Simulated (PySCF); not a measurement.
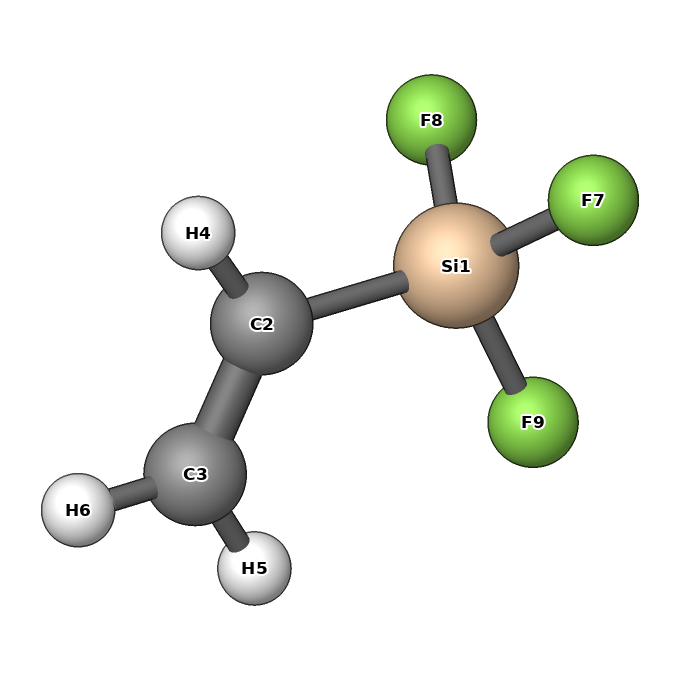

The thickness of each stick grows with its Mayer bond order. Computed geometry: PBE0-D3(BJ)/def2-SVP optimisation. No frequency run is at hand to confirm it as a minimum. Computed with PBE0/pcSseg-1 (PySCF 2.14.0).

List the Mayer bond orders of Si1–C2, Si1–F7, Si1–F8, Si1–F9, C2–C3, C2–H4, C3–H5, C3–H6.

```json
{"bond": "Si1–C2", "Mayer order": "0.93", "length (Å)": "1.828"}
{"bond": "Si1–F7", "Mayer order": "0.97", "length (Å)": "1.603"}
{"bond": "Si1–F8", "Mayer order": "0.97", "length (Å)": "1.603"}
{"bond": "Si1–F9", "Mayer order": "0.95", "length (Å)": "1.604"}
{"bond": "C2–C3", "Mayer order": "1.97", "length (Å)": "1.338"}
{"bond": "C2–H4", "Mayer order": "0.93", "length (Å)": "1.096"}
{"bond": "C3–H5", "Mayer order": "0.95", "length (Å)": "1.095"}
{"bond": "C3–H6", "Mayer order": "0.95", "length (Å)": "1.095"}
```
